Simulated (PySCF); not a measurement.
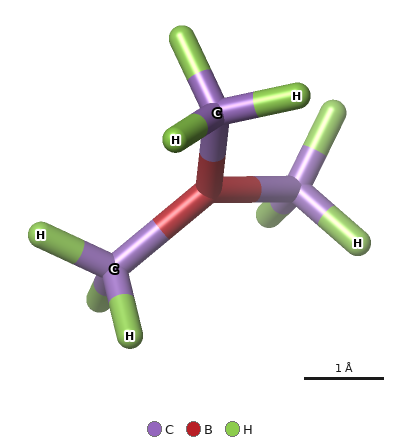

*The starting structure (stick view, seen at a tilt).*

## Geometry relaxation of C3H9B

C3H9B (trimethylborane), computed with PBE0-D3(BJ)/ma-def2-SVP geometry optimisation, gas phase (PySCF 2.14.0).

The program's output
```
step   0  E = -144.31865579  max force = 0.010610
step   1  E = -144.32023461  max force = 0.001597
step   2  E = -144.32028090  max force = 0.000216
step   3  E = -144.32030737  max force = 0.000389
step   4  E = -144.32032343  max force = 0.000486
step   5  E = -144.32032825  max force = 0.000264
optimisation converged
```

Trajectory as extended XYZ (Å, eV, eV/Å), 6 frames, from step=0 to step=5
```
13
Properties=species:S:1:pos:R:3:forces:R:3 step=0 energy=-3927.11065
C    -0.3779    1.5149    0.2285    0.2113  -0.4376  -0.3253
B     0.0006   -0.0114    0.0999    0.0000   0.0180  -0.0217
C     1.5114   -0.4530    0.2095   -0.5421  -0.0272   0.1811
C    -1.1353   -1.0733   -0.1662    0.3486   0.2698   0.3623
H     0.4390    2.1923   -0.0093    0.4114   0.2847  -0.0494
H    -0.6541    1.7130    1.2652   -0.1333   0.0228   0.5237
H    -1.2390    1.7961   -0.3741   -0.4470   0.0780  -0.2258
H     2.0020   -0.2721   -0.7479    0.1815   0.1478  -0.4866
H     1.6516   -1.5063    0.4405    0.0362  -0.4751   0.0550
H     2.0652    0.1310    0.9423    0.2412   0.3484   0.2878
H    -1.2750   -1.1653   -1.2443   -0.0233   0.0120  -0.5456
H    -0.9006   -2.0698    0.2007    0.1622  -0.4447   0.1178
H    -2.1009   -0.7803    0.2405   -0.4468   0.2032   0.1267
13
Properties=species:S:1:pos:R:3:forces:R:3 step=1 energy=-3927.15362
C    -0.3589    1.5138    0.1841   -0.0257   0.0756   0.0056
B    -0.0003   -0.0166    0.1081    0.0017   0.0064  -0.0147
C     1.5017   -0.4669    0.2359    0.0821  -0.0294   0.0060
C    -1.1447   -1.0676   -0.1370   -0.0585  -0.0643  -0.0028
H     0.4743    2.1949   -0.0503    0.0075  -0.0179   0.0097
H    -0.6375    1.7144    1.2392    0.0150  -0.0282  -0.0376
H    -1.2394    1.7964   -0.4157    0.0016  -0.0189   0.0162
H     1.9863   -0.2729   -0.7425   -0.0417   0.0084   0.0317
H     1.6527   -1.5332    0.4627   -0.0109   0.0020  -0.0032
H     2.0681    0.1397    0.9630   -0.0185   0.0097  -0.0250
H    -1.2708   -1.1490   -1.2364    0.0265   0.0253   0.0396
H    -0.9182   -2.0827    0.2243    0.0067   0.0109  -0.0055
H    -2.1274   -0.7546    0.2521    0.0142   0.0202  -0.0200
13
Properties=species:S:1:pos:R:3:forces:R:3 step=2 energy=-3927.15487
C    -0.3544    1.5138    0.1926   -0.0049   0.0089  -0.0044
B    -0.0006   -0.0181    0.1106   -0.0004   0.0006  -0.0021
C     1.5014   -0.4727    0.2338    0.0083   0.0020   0.0085
C    -1.1497   -1.0639   -0.1401   -0.0104  -0.0034   0.0062
H     0.4812    2.1922   -0.0404   -0.0030  -0.0063   0.0030
H    -0.6267    1.7047    1.2501    0.0056  -0.0077  -0.0074
H    -1.2382    1.7993   -0.4003    0.0042  -0.0013   0.0073
H     1.9733   -0.2801   -0.7501   -0.0106  -0.0024   0.0049
H     1.6522   -1.5382    0.4628   -0.0018   0.0030  -0.0015
H     2.0721    0.1400    0.9517   -0.0034  -0.0020  -0.0111
H    -1.2583   -1.1411   -1.2408    0.0111   0.0031   0.0089
H    -0.9325   -2.0797    0.2236   -0.0024   0.0023  -0.0019
H    -2.1344   -0.7406    0.2343    0.0078   0.0031  -0.0103
13
Properties=species:S:1:pos:R:3:forces:R:3 step=3 energy=-3927.15559
C    -0.3481    1.5138    0.2177    0.0021  -0.0179  -0.0088
B    -0.0020   -0.0184    0.1142    0.0004  -0.0010  -0.0002
C     1.4982   -0.4812    0.2272   -0.0198   0.0167   0.0108
C    -1.1548   -1.0550   -0.1548    0.0077   0.0200   0.0068
H     0.4894    2.1906   -0.0119   -0.0044   0.0031  -0.0004
H    -0.6094    1.6886    1.2803    0.0003   0.0027   0.0102
H    -1.2363    1.8101   -0.3625    0.0025   0.0094   0.0004
H     1.9542   -0.2976   -0.7654    0.0060  -0.0089  -0.0104
H     1.6461   -1.5460    0.4607    0.0018   0.0012  -0.0011
H     2.0810    0.1354    0.9309    0.0086  -0.0070   0.0016
H    -1.2357   -1.1311   -1.2575    0.0023  -0.0090  -0.0088
H    -0.9529   -2.0722    0.2135   -0.0058  -0.0022   0.0004
H    -2.1445   -0.7214    0.1953   -0.0017  -0.0071  -0.0004
13
Properties=species:S:1:pos:R:3:forces:R:3 step=4 energy=-3927.15603
C    -0.3390    1.5151    0.2513    0.0035  -0.0233  -0.0107
B    -0.0040   -0.0166    0.1166   -0.0001  -0.0017   0.0077
C     1.4922   -0.4934    0.2213   -0.0250   0.0200   0.0031
C    -1.1610   -1.0410   -0.1791    0.0153   0.0226   0.0000
H     0.5012    2.1903    0.0273   -0.0022   0.0060  -0.0004
H    -0.5867    1.6692    1.3203   -0.0015   0.0054   0.0146
H    -1.2311    1.8293   -0.3129    0.0003   0.0120  -0.0027
H     1.9337   -0.3263   -0.7809    0.0130  -0.0106  -0.0130
H     1.6314   -1.5580    0.4612    0.0006  -0.0005  -0.0003
H     2.0926    0.1232    0.9093    0.0113  -0.0065   0.0083
H    -1.2093   -1.1186   -1.2837   -0.0036  -0.0118  -0.0134
H    -0.9779   -2.0598    0.1946   -0.0052  -0.0030   0.0017
H    -2.1568   -0.6981    0.1423   -0.0064  -0.0086   0.0052
13
Properties=species:S:1:pos:R:3:forces:R:3 step=5 energy=-3927.15616
C    -0.3279    1.5176    0.2811    0.0008  -0.0136  -0.0047
B    -0.0061   -0.0136    0.1174    0.0008  -0.0005   0.0043
C     1.4848   -0.5075    0.2192   -0.0130   0.0121  -0.0040
C    -1.1674   -1.0246   -0.2060    0.0105   0.0101  -0.0027
H     0.5164    2.1901    0.0641    0.0012   0.0029   0.0007
H    -0.5644    1.6530    1.3556   -0.0015   0.0039   0.0086
H    -1.2215    1.8514   -0.2691   -0.0011   0.0073  -0.0028
H     1.9188   -0.3593   -0.7895    0.0102  -0.0065  -0.0068
H     1.6102   -1.5723    0.4661   -0.0019  -0.0008   0.0012
H     2.1017    0.1050    0.8958    0.0061  -0.0033   0.0077
H    -1.1897   -1.1045   -1.3114   -0.0044  -0.0058  -0.0084
H    -1.0018   -2.0453    0.1713   -0.0030  -0.0017   0.0017
H    -2.1675   -0.6745    0.0928   -0.0047  -0.0042   0.0053
```

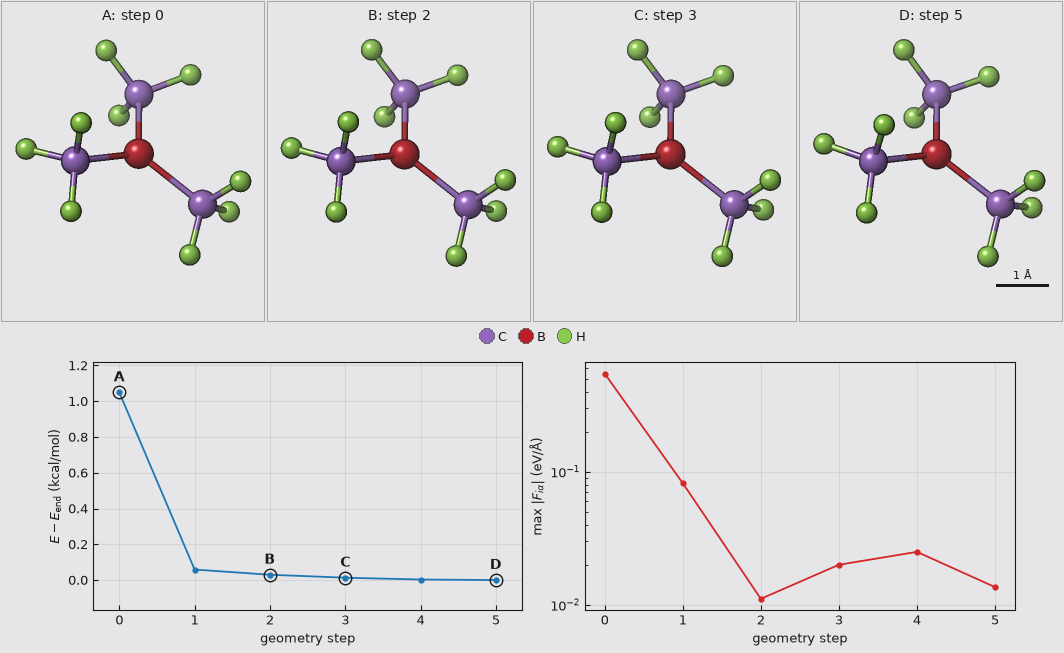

*Frames of the relaxation (ball-and-stick view, seen at a tilt) above the curves, on which the letters mark them (steps are counted from 0).*

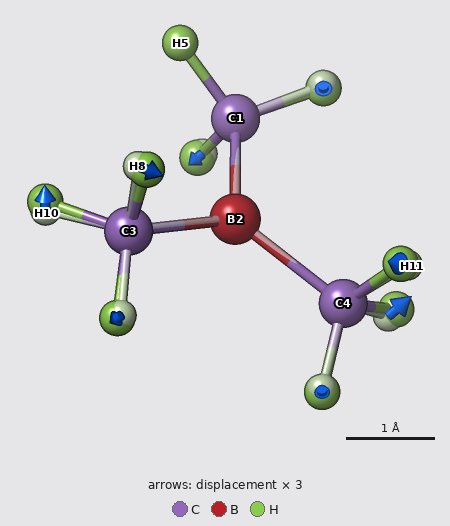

*Start (faint) and end (solid) with the displacements as blue arrows, magnified 3 times (ball-and-stick view, seen at a tilt). The two geometries are laid on each other by the best rigid fit.*

The largest move after the best rigid fit is that of H13, 0.12 Å. Largest moves by element: H 0.12 Å, B 0.02 Å, C 0.02 Å. Among the contacts that change: C1–H6 1.091 → 1.108 Å, C1–H5 1.088 → 1.101 Å. Among the angles that change: B2–C3–H8 108.9° → 105.7°, B2–C1–H6 108.3° → 105.3°. The energy falls by 1.05 kcal/mol in 5 geometry steps. The largest force component goes from 0.55 to 0.014 eV/Å. (Atoms are counted from 1 in the order of the input.)

This output came from the following input.

Input file
```
{"job": {"xc": "PBE0", "basis": "ma-def2-SVP", "d3": "d3bj", "grid": 1, "kind": "geom"}, "charge": 0, "multiplicity": 1}
C     -0.377919     1.514881     0.228495
B      0.000604    -0.011408     0.099899
C      1.511371    -0.452969     0.209553
C     -1.135273    -1.073258    -0.166175
H      0.438965     2.192325    -0.009334
H     -0.654107     1.713040     1.265185
H     -1.239021     1.796088    -0.374100
H      2.001999    -0.272063    -0.747855
H      1.651600    -1.506298     0.440465
H      2.065146     0.131053     0.942259
H     -1.275026    -1.165340    -1.244292
H     -0.900562    -2.069785     0.200742
H     -2.100871    -0.780268     0.240494
```

The first line tells a small driver script what to run in PySCF; the rest is the geometry in Å.

Command:
```bash
OMP_NUM_THREADS=1 python <driver script> task.json out
```

Key numbers

| quantity | value |
| --- | --- |
| outcome | converged |
| total energy | −144.320328 hartree |
| dipole moment | 0.11 D |
| point group | C1 |
| hardware | 1 CPU thread, shared host |
| wall time | 23 s |
| peak memory | 0.46 GiB |
